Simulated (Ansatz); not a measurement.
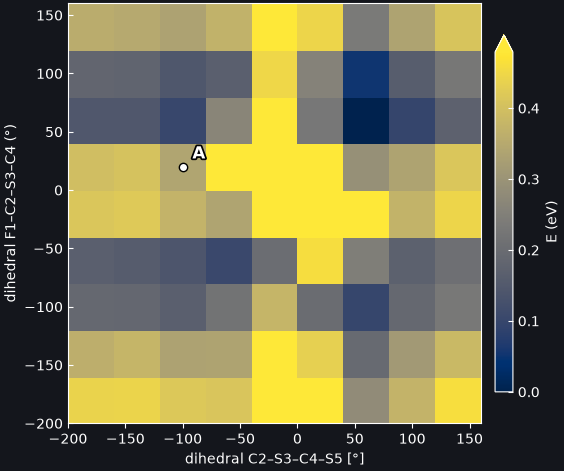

C2H5FS2, SMILES FCSCS. 
- First axis: dihedral C2–S3–C4–S5. Second axis: dihedral F1–C2–S3–C4.
- Nothing is relaxed (all other coordinates rigid).
- The scan uses a 9 × 9 grid.
- Points are written as (first, second).
- Energies are in eV, from the lowest grid point.
- Energies and slopes of some neighbouring points disagree (a jump in structure or state, or too coarse a mesh).
- Theory: RKS PBE-D4/def2-TZVP in Ansatz.

In the figure: one coloured cell a grid point, one colour for all values above the top of the scale, the point A.

> Which way does the force act at A, and how strong is it?

A, at (−100°, 20°), is not a stationary point. The computed force is 0.0021 eV for each degree towards larger values of dihedral C2–S3–C4–S5 and 0.0065 eV for each degree towards larger values of dihedral F1–C2–S3–C4.
